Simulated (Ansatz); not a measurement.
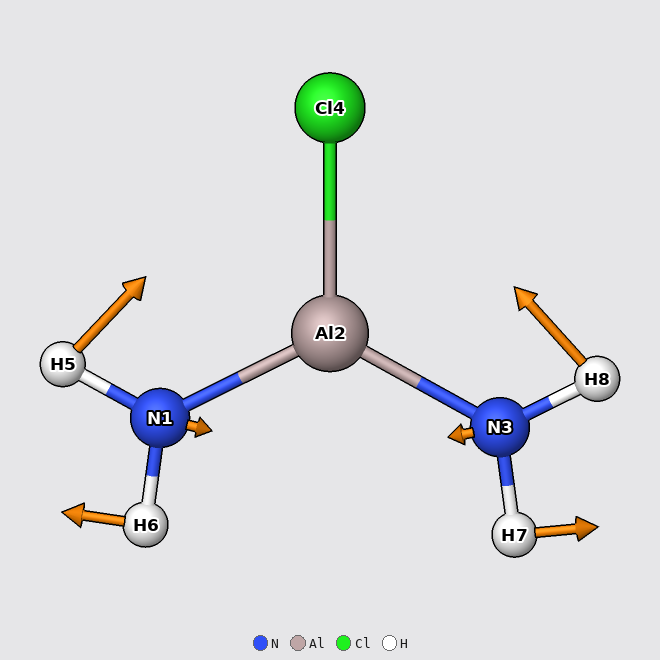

The arrows show one normal mode. Harmonic vibrations computed with RKS PBE0-D4/def2-TZVP (Ansatz 0.2.0) at a stationary point of the same level.

Describe the motion.

Answer. Mostly Al–N–H bending.

At what wavenumber does it lie?

Answer. 692 cm⁻¹; it is mode 10 of 18 counted from the lowest.
